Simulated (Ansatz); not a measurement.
# P (puckered monolayer): the G0W0 gap against the k mesh

Wanted: mesh convergence of the gap correction in P (puckered monolayer).

Program: Ansatz 0.2.0. Level of theory: G0W0 on PBEsol, plane waves, PAW. Results are calculated unless marked as measured.

### Step 1. Starting point

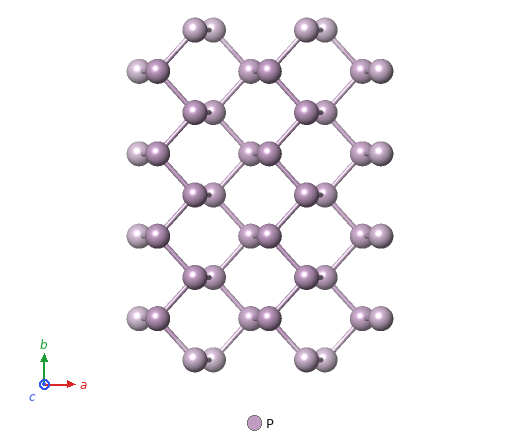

Start, viewed from above; phosphorus pink. 2×3×1 cells are drawn. Some periodic images of atoms are drawn too.

The cell holds 4 atoms: 4 P. Cell: a = 4.444 Å, b = 3.283 Å, c = 27.400 Å, α = 90.0°, β = 90.0°, γ = 90.0°. Vacuum lies along c.

As a file:

```cif
data_structure
_symmetry_space_group_name_H-M 'P 1'
_symmetry_Int_Tables_number 1
_cell_length_a 4.4444
_cell_length_b 3.2827
_cell_length_c 27.4000
_cell_angle_alpha 90.000
_cell_angle_beta 90.000
_cell_angle_gamma 90.000
_cell_volume 399.75
loop_
_atom_site_label
_atom_site_type_symbol
_atom_site_fract_x
_atom_site_fract_y
_atom_site_fract_z
_atom_site_occupancy
P1 P 0.08287 0.00000 0.53856 1
P2 P 0.41713 0.50000 0.53856 1
P3 P 0.58287 0.50000 0.46144 1
P4 P 0.91713 0.00000 0.46144 1
```

The structure was relaxed with PBEsol. The runs that relaxed it are not among those shown. The default PAW set here is soft_2. Its files were made with PBE. The Coulomb interaction is cut off across the vacuum.

### Step 2. The 2×2×1 mesh

Now the one-shot GW correction: screening in the RPA, then the self-energy of the levels asked for.

Contents of input.yaml:

```yaml
crystal:
  lattice:
    - [4.44437393, 0.0, 0.0]
    - [0.0, 3.2826980345, 0.0]
    - [0.0, 0.0, 27.4]
  atoms:
    - { symbol: P, position: [0.0828742293, 0.0, 0.538556083] }
    - { symbol: P, position: [0.4171257707, 0.5, 0.538556083] }
    - { symbol: P, position: [0.5828742293, 0.5, 0.461443917] }
    - { symbol: P, position: [0.9171257707, 0.0, 0.461443917] }
  periodic: [true, true, false]
kpoints:
  mp_grid: { grid: [2, 2, 1] }
hamiltonian:
  xc: pbesol
scf:
  occupations: { method: fixed }
gw:
  n_empty_bands: 486
  ecut_chi: 66.0
  qp_bands: [v2, c2]
  qp_kpoints: band_edges
  screening: { model: contour_deformation }
```

Started as:

```console
$ ansatz run input.yaml --threads 2 --pin off --max-ram 92160MiB --backend cuda --events-out ev --progress --plain --runs-dir out --devices 1 --max-vram 13GiB  # rebuilt from the run's record
```

Numbers of over 12 decimals in the logs are rounded to 6 here.

Output:

```text
GPUs: using 1 of 1 available (devices: 1).
Engine: ansatz 0.2.0, x86_64-unknown-linux-gnu
Pseudopotentials: kind: paw
Pseudopotential: P, paw, valence charge 5, recommended cutoff 420 eV (normal), P.paw.azcp
Functional definition: PBEsol
  exchange = pbesol_x
  correlation = pbesol_c
device memory: the entry about to start is reckoned to put 1.4 GiB on a device that reports 61.5 GiB free (of which the cap on the GPU budget leaves the run 13.0 GiB)
GPU FFT provider: cuFFT
GPU libraries: cuBLAS 13.8.2, cuFFT 12.4.0, cuSOLVER 12.3.4
Crystal: 4 atoms, lattice volume = 399.753 Å³
Basis set: ecut = 420 eV, 7855 PW (Γ)
Bands: 14, of which v1, the nominal top of the filled ones, is band 10 counted from 1 (9 counted from 0)
Symmetry: 8 space group operations
Space group: Pmna (ITA 53), of the structure as read, at distance tolerance 7.4e-5 Å
k-points: 4
Non-local potential: P, projectors of the file, l = 0: 2, l = 1: 2, l = 2: 2
PAW form: soft (Blöchl's): semilocal exchange-correlation on the pseudo side does not see the compensation charge
PAW frozen core: P, regenerated for the run's functional, and the local potential with it (the file was generated under x = pbe(κ = 0.804, μ = 0.219515), c = pbe(β = 0.066725))
PAW one-centre angular grid: P, 110 points (default); XC on 64 Gauss nodes
Initial density: superposition of atomic densities (neutral atoms: chi_scale 0, normalization atom), corrected by the library's trained network
Initial wavefunctions: pseudopotential atomic-orbital guess
GPU buffer pool allocated for 138240 grid points (all kernels)
GPU transforms: local potential and band sums: pruned to the plane-wave sphere, on 30×24×192
Functional: x = pbesol(κ = 0.804, μ = 0.123457), c = pbesol(β = 0.046)
SCF iter   1: F=—  HF=-2958.773898 eV  |F-HF|=—  |Δ(HF+E_count)|=         —  Δρ=3.23e-3  dr2=6.29e-2  ethr=1.77e-3  ⟨swp⟩=7.8  Hψ=421  notcnv=0  defer=7
preconditioner: auto → Resta (q_TF=auto, 1.656 Å⁻¹)  ε∞=1.9  [insulator: Δε(μ)=0.696 eV  Ē_g=8.593 eV  n_scr=28 (ndim 8)  ℏωp=8.3 eV  f_vac=0.757  ε∞_Penn≈1.9  vacuum switching on, ρ_ref=5.4e-3 e/Å³]
SCF iter   2: F=—  HF=-2958.760319 eV  |F-HF|=—  |Δ(HF+E_count)|=   1.36e-2  Δρ=1.49e-3  dr2=5.47e-3  ethr=3.14e-4  ⟨swp⟩=3.5  Hψ=148  notcnv=0  defer=8
SCF iter   3: F=—  HF=-2958.760019 eV  |F-HF|=—  |Δ(HF+E_count)|=   3.00e-4  Δρ=7.12e-4  dr2=1.18e-3  ethr=2.73e-5  ⟨swp⟩=3.2  Hψ=115  notcnv=0  defer=8
SCF iter   4: F=—  HF=-2958.760078 eV  |F-HF|=—  |Δ(HF+E_count)|=   5.90e-5  Δρ=4.69e-5  dr2=2.48e-5  ethr=5.92e-6  ⟨swp⟩=3.2  Hψ=103  notcnv=0  defer=8
SCF iter   5: F=—  HF=-2958.760075 eV  |F-HF|=—  |Δ(HF+E_count)|=   2.29e-6  Δρ=1.55e-5  dr2=1.03e-6  ethr=1.24e-7  ⟨swp⟩=3.2  Hψ=127  notcnv=0  defer=8
SCF iter   6: F=—  HF=-2958.760077 eV  |F-HF|=—  |Δ(HF+E_count)|=   1.08e-6  Δρ=3.64e-6  dr2=1.06e-7  ethr=5.00e-10  ⟨swp⟩=10.5  Hψ=377  notcnv=0
SCF iter   7: F=-2958.760077 eV  HF=-2958.760077 eV  |F-HF|=3.97e-9  |Δ(HF+E_count)|=   1.13e-8  Δρ=1.01e-6  dr2=8.17e-9  ethr=5.00e-10  ⟨swp⟩=2.0  Hψ=106  notcnv=0
SCF 1 converged in 7 iterations: F = -2958.760077 eV  dr2 = 8.17e-9
[...]
device memory: the entry about to start is reckoned to put 1.8 GiB on a device that reports 63.7 GiB free (of which the cap on the GPU budget leaves the run 13.0 GiB)
NSCF: frozen V_eff on 4 k-points
[...]
device memory: the entry about to start is reckoned to put 3.9 GiB on a device that reports 63.1 GiB free (of which the cap on the GPU budget leaves the run 13.0 GiB)
NSCF: frozen V_eff on 4 k-points
G₀W₀ screening: q 1/4
[... further progress lines ...]
SCF converged after 7 iterations
Free energy (F): -2958.760077 eV
Harris-Foulkes:  -2958.760077 eV  (|F-HF|=3.97e-9)
Internal energy: -2958.760077 eV  (E = F + TS)
E sigma→0 (E₀):  -2958.760077 eV
Fermi energy:    -4.798859 eV
--- Per-component energies (eV) ---
  E_band       = -219.347077
  E_kinetic    = 282.504193
  E_local      = -13825.076947  (includes V_loc(G=0)·N_el)
  E_nonlocal   = 136.444716
  E_hartree    = 6729.543303
  E_xc         = -243.284252
  E_vxc        = -241.706368  (∫ρ·V_xc dr)
  E_paw        = -2216.502718  (= ΣΔE_a)
  E_vpaw       = -30.595787  (= ΣTr[D̂ρ^β])
  E_aug_tail   = 0.000012  (compensation charges beyond the density's cutoff)
  E_ewald      = 6177.427232
  E_core_change = 0.184384  (= ΣΔE_core)
  E_smearing   = -0.000000  (= −TS)
  E_closure    = -0.000000  (closes the sum)
  Σ components = -2958.760077   (vs F -2958.760077, Δ=0.00e0)
--- Band table (eV) ---
  k-point 0: bands = [... 6 lower, -8.2343, -6.7238, -6.5452, -4.7989, -4.1281, -3.3360, -2.1374, -1.2946]
  k-point 1: bands = [... 6 lower, -7.5398, -7.5398, -6.8721, -6.8721, -3.5887, -3.5887, -2.9229, -2.9229]
  k-point 2: bands = [... 6 lower, -7.3403, -7.3403, -5.8370, -5.8370, -2.7671, -2.7671, -1.2824, -1.2824]
  k-point 3: bands = [... 6 lower, -9.6826, -9.6826, -6.1089, -6.1089, -2.4627, -2.4627, -0.5743, -0.5743]
--- G₀W₀: contour deformation, 7 samples at zero and on the imaginary axis and 1 off it, 4 q-points, 486 empty bands' worth ---
  eigenvalues of the whole cell's RPA ε∞ on this k-mesh (on a slab, of 1 + 4πα/V) = 1.1587, 4.4445, 27.5126; static W/v taken at q = 0 is 0.305094
  gw.qp_kpoints: band_edges: 4 of 4 stored k-points solved, in 1 pass; an edge of the gap read off the rows below is read off those points alone
    ik  band        ε_KS         Σx   Σc(E_QP)       V_xc       Z   E_QP_lin       E_QP  E_QP is
     0     9     -6.5452   -17.8503     2.7408   -15.0825  0.6246    -6.5725    -6.5722  root
     0    10     -4.7989   -15.4030     1.7521   -13.7002  0.6329    -4.7499    -4.7496  root
     0    11     -4.1281    -7.5248    -3.7389   -11.2838  0.6478    -4.1081    -4.1081  root
     0    12     -3.3360    -7.0250    -5.0978   -12.4346  0.6291    -3.0099    -3.0242  root
     1     9     -6.8721   -15.1217     2.1941   -12.9576  0.6132    -6.8423    -6.8421  root
     1    10     -6.8721   -15.1217     2.1941   -12.9576  0.6132    -6.8423    -6.8421  root
     1    11     -3.5887    -7.7361    -4.3055   -12.2329  0.6397    -3.3923    -3.3973  root
     1    12     -3.5887    -7.7361    -4.3055   -12.2329  0.6397    -3.3923    -3.3973  root
     2     9     -5.8370   -15.8715     1.9009   -14.0061  0.6271    -5.8017    -5.8015  root
     2    10     -5.8370   -15.8715     1.9009   -14.0061  0.6271    -5.8017    -5.8015  root
     2    11     -2.7671    -8.3297    -4.9366   -13.5458  0.6213    -2.4741    -2.4876  root
     2    12     -2.7671    -8.3297    -4.9366   -13.5458  0.6213    -2.4741    -2.4876  root
     3     9     -6.1089   -15.3620     2.1442   -13.2144  0.6240    -6.1123    -6.1123  root
     3    10     -6.1089   -15.3620     2.1442   -13.2144  0.6240    -6.1123    -6.1123  root
     3    11     -2.4627    -7.2944    -4.3925   -11.8293  0.6387    -2.3177    -2.3203  root
     3    12     -2.4627    -7.2944    -4.3925   -11.8293  0.6387    -2.3177    -2.3203  root
```

The job ended after 6.4 s (1 × NVIDIA H100 80GB HBM3 (shared by 6 runs) with 2 threads of AMD EPYC 7R13 (Zen 3), shared host; peak memory 1.6 GiB; 7.6 s of CPU time).

This step gave:

```yaml
bands_summed: 496
plane_waves_in_the_screening_matrix: 485
q_points_in_the_mesh: 4
g0w0_gap_on_the_mesh: 0.6414 eV
k_of_the_valence_top: 0, 0, 0
k_of_the_conduction_bottom: 0, 0, 0
starting_gap_on_the_mesh: 0.6707 eV
z_at_the_valence_top: 0.6329
z_at_the_conduction_bottom: 0.6478
least_direct_g0w0_gap_on_the_computed_points: 0.6414 eV
```

The gap on the mesh goes from 0.67 eV to 0.64 eV, a correction of −0.03 eV. Between the two edge states, bare exchange in place of the xc potential would open the gap by 5.46 eV, and correlation takes back 5.49 eV.

### Step 3. The 4×4×1 mesh

Only the mesh changes. It samples the long-range screening, which converges on its own terms.

input.yaml: that of step 2 with these lines changed.

```diff
@@ -12,3 +12,3 @@
 kpoints:
-  mp_grid: { grid: [2, 2, 1] }
+  mp_grid: { grid: [4, 4, 1] }
 hamiltonian:
```

Output:

```text
GPUs: using 1 of 1 available (devices: 1).
[...]
GPU FFT provider: cuFFT
GPU libraries: cuBLAS 13.8.2, cuFFT 12.4.0, cuSOLVER 12.3.4
Crystal: 4 atoms, lattice volume = 399.753 Å³
Basis set: ecut = 420 eV, 7855 PW (Γ)
Bands: 14, of which v1, the nominal top of the filled ones, is band 10 counted from 1 (9 counted from 0)
[... 1 set-up line as in the run before ...]
[...]
k-points: 9 of 16
[...]
GPU buffer pool allocated for 138240 grid points (all kernels)
[...]
SCF iter   1: F=—  HF=-2959.840883 eV  |F-HF|=—  |Δ(HF+E_count)|=         —  Δρ=1.35e-3  dr2=9.74e-3  ethr=1.77e-3  ⟨swp⟩=7.4  Hψ=947  notcnv=0  defer=17
[...]
SCF iter   6: F=-2959.840073 eV  HF=-2959.840073 eV  |F-HF|=2.94e-8  |Δ(HF+E_count)|=   3.94e-7  Δρ=2.13e-6  dr2=1.88e-8  ethr=5.00e-10  ⟨swp⟩=11.4  Hψ=795  notcnv=0
SCF 1 converged in 6 iterations: F = -2959.840073 eV  dr2 = 1.88e-8
[...]
0     9     -6.6883   -17.1955     1.9264   -15.0570  0.6532    -6.9071    -6.9004  root
     0    10     -4.9398   -15.1108     1.1955   -13.6794  0.6573    -5.1842    -5.1756  root
     0    11     -4.2341    -7.6667    -3.3530   -11.3717  0.6703    -3.8591    -3.8821  root
     0    12     -3.4579    -7.7809    -4.2601   -12.5180  0.6631    -2.9255    -2.9809  root
     1     9     -6.6477   -15.2683     2.0270   -12.9146  0.6407    -6.9933    -6.9745  root
     1    10     -5.3933   -15.6413     1.4333   -13.9673  0.6521    -5.6428    -5.6339  root
     1    11     -3.7816    -8.1157    -3.8314   -12.3847  0.6660    -3.3017    -3.3440  root
     1    12     -3.5203    -7.6047    -3.6656   -11.6537  0.6657    -3.1080    -3.1370  root
[...]
8     9     -6.2275   -15.4766     1.9296   -13.2332  0.6425    -6.5588    -6.5413  root
     8    10     -6.2275   -15.4766     1.9296   -13.2332  0.6425    -6.5588    -6.5413  root
     8    11     -2.5890    -7.3930    -4.0752   -11.8954  0.6585    -2.1228    -2.1617  root
     8    12     -2.5890    -7.3930    -4.0752   -11.8954  0.6585    -2.1228    -2.1617  root
[key lines of the parts left out:]
SCF converged after 6 iterations
Free energy (F): -2959.840073 eV
Fermi energy:    -4.939781 eV
```

It took 12 s on 1 × NVIDIA H100 80GB HBM3 (shared by 6 runs) with 2 threads; peak memory 2 GiB.

Numbers from this step:

* bands summed: 496
* plane waves in the screening matrix: 485
* q-points in the mesh: 16
* G0W0 gap on the mesh: 1.294 eV
* k of the valence top: 0, 0, 0
* k of the conduction bottom: 0, 0, 0
* starting gap on the mesh: 0.7056 eV
* Z at the valence top: 0.6573
* Z at the conduction bottom: 0.6703
* least direct G0W0 gap on the computed points: 1.294 eV

Against the run with 2×2×1 mesh, 486 empty bands, screening to 66 eV, the gap moves by +0.65 eV, while the start moved by +0.03 eV.

### Step 4. The 6×8×1 mesh

input.yaml: that of step 3 with these lines changed.

```diff
@@ -12,3 +12,3 @@
 kpoints:
-  mp_grid: { grid: [4, 4, 1] }
+  mp_grid: { grid: [6, 8, 1] }
 hamiltonian:
```

Output:

```text
GPUs: using 1 of 1 available (devices: 1).
[...]
GPU FFT provider: cuFFT
GPU libraries: cuBLAS 13.8.2, cuFFT 12.4.0, cuSOLVER 12.3.4
Crystal: 4 atoms, lattice volume = 399.753 Å³
Basis set: ecut = 420 eV, 7855 PW (Γ)
Bands: 14, of which v1, the nominal top of the filled ones, is band 10 counted from 1 (9 counted from 0)
[... 1 set-up line as in the run before ...]
[...]
k-points: 20 of 48
[...]
10    12     -3.0518    -9.4113    -4.0901   -14.1107  0.6927    -2.3521    -2.4425  root ?
[...]
19     9     -6.2393   -15.4447     1.8226   -13.2344  0.6654    -6.6486    -6.6270  root
    19    10     -6.2393   -15.4447     1.8226   -13.2344  0.6654    -6.6486    -6.6270  root
    19    11     -2.5980    -7.4271    -3.9656   -11.9006  0.6865    -2.0428    -2.0901  root
    19    12     -2.5980    -7.4271    -3.9656   -11.9006  0.6865    -2.0428    -2.0901  root
[key lines of the parts left out:]
SCF converged after 6 iterations
Free energy (F): -2959.926086 eV
Fermi energy:    -4.952811 eV
```

Elapsed: 35 s, on 1 × NVIDIA H100 80GB HBM3 (shared by 6 runs) with 2 threads; peak memory 3.1 GiB.

This step gave:

| Property | Result |
| --- | --- |
| bands summed | 496 |
| plane waves in the screening matrix | 485 |
| G0W0 gap on the mesh | 1.441 eV |
| k of the valence top | 0, 0, 0 |
| k of the conduction bottom | 0, 0, 0 |
| starting gap on the mesh | 0.7103 eV |
| least direct G0W0 gap on the computed points | 1.441 eV |

Against the run with 4×4×1 mesh, 486 empty bands, screening to 66 eV, the gap moves by +0.15 eV.

### Step 5. The 8×10×1 mesh

input.yaml: that of step 4 with these lines changed.

```diff
@@ -12,3 +12,3 @@
 kpoints:
-  mp_grid: { grid: [6, 8, 1] }
+  mp_grid: { grid: [8, 10, 1] }
 hamiltonian:
```

Output:

```text
GPUs: using 1 of 1 available (devices: 1).
[...]
GPU FFT provider: cuFFT
GPU libraries: cuBLAS 13.8.2, cuFFT 12.4.0, cuSOLVER 12.3.4
Crystal: 4 atoms, lattice volume = 399.753 Å³
Basis set: ecut = 420 eV, 7855 PW (Γ)
Bands: 14, of which v1, the nominal top of the filled ones, is band 10 counted from 1 (9 counted from 0)
[... 1 set-up line as in the run before ...]
[...]
k-points: 30 of 80
[...]
25    12     -2.3391    -8.9676    -4.2708   -13.8533  0.6861    -1.6379    -1.7242  root ?
    29     9     -6.2421   -15.4421     1.7978   -13.2344  0.6734    -6.6740    -6.6519  root
    29    10     -6.2421   -15.4421     1.7978   -13.2344  0.6734    -6.6740    -6.6519  root
    29    11     -2.6002    -7.4310    -3.9381   -11.9014  0.6951    -2.0192    -2.0680  root
    29    12     -2.6002    -7.4310    -3.9381   -11.9014  0.6951    -2.0192    -2.0680  root
[key lines of the parts left out:]
SCF converged after 6 iterations
Free energy (F): -2959.929787 eV
Fermi energy:    -4.955702 eV
```

Elapsed: 94 s, on 1 × NVIDIA H100 80GB HBM3 (shared by 6 runs) with 2 threads; peak memory 4 GiB.

Numbers from this step:

| Item | Value |
| --- | --- |
| bands summed | 496 |
| plane waves in the screening matrix | 485 |
| G0W0 gap on the mesh | 1.477 eV |
| k of the valence top | 0, 0, 0 |
| k of the conduction bottom | 0, 0, 0 |
| starting gap on the mesh | 0.7110 eV |
| least direct G0W0 gap on the computed points | 1.477 eV |

Against the run with 6×8×1 mesh, 486 empty bands, screening to 66 eV, the gap moves by +0.04 eV.

### Step 6. The meshes together

Times are wall times on 1 × NVIDIA H100 80GB HBM3 (shared by 6 runs) with 2 threads of AMD EPYC 7R13 (Zen 3), shared host, good to a factor of about two.

```csv
mesh,points,irreducible,start (eV),G0W0 (eV),shift (eV),mean of 1 + 4πα/V (set by the cell height),time
2×2×1,4,4,0.671,0.641,−0.029,11.04,6.4 s
4×4×1,16,9,0.706,1.294,+0.588,4.65,12 s
6×8×1,48,20,0.710,1.441,+0.730,3.74,35 s
8×10×1,80,30,0.711,1.477,+0.766,3.44,94 s
```

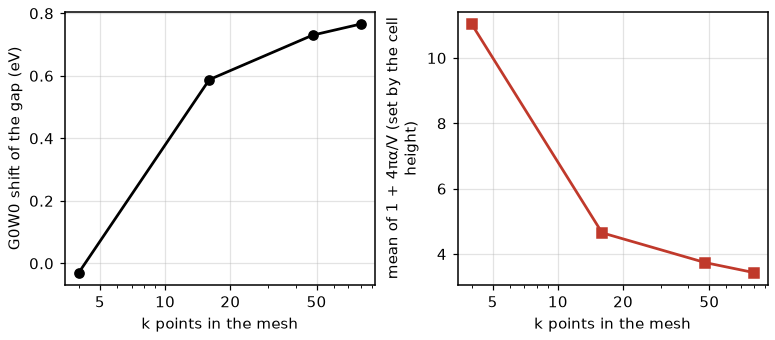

Shift and screening against the mesh.

### Step 7. What came out

```json
{
  "2×2×1": "0.641 eV (shift −0.029)",
  "4×4×1": "1.294 eV (shift +0.588)",
  "6×8×1": "1.441 eV (shift +0.730)",
  "8×10×1": "1.477 eV (shift +0.766)",
  "settings": "PBEsol start, 486 empty bands, 66 eV"
}
```

**Reading.** The shift is −0.03 eV on 2×2×1 and +0.77 eV on 8×10×1; the last step moves it by +0.035 eV. The mean of 1 + 4πα/V (set by the cell height) ranges from 3.44 to 11.04 and ends at 3.44; the coarsest mesh overstates it. From 4 to 80 points the time grows 15-fold. Bands and cutoff are modest here, so the values stand off the basis limit. The mesh in the plane is coarse for a sheet; gap and any exciton binding can still move on denser ones.

[Paths, hosts, dates, memory and timing lines, banners, echoed tables and standing remarks are left out of the program output.]

[Logs are printed without paths, hosts, clocks, repeated set-up lines and the standing remarks that a program may print on its own settings, such as how far it seeks lower states.]

[Runs of the session that timed out or met a known fault of the program may be left out.]

[Cells called generated may have been cut or substituted from an entry of the Crystallography Open Database or the Materials Project.]

[Hosts, paths, dates, database ids (printed as entryN), source tags and the programs' standing remarks are cut or masked in the printed files.]
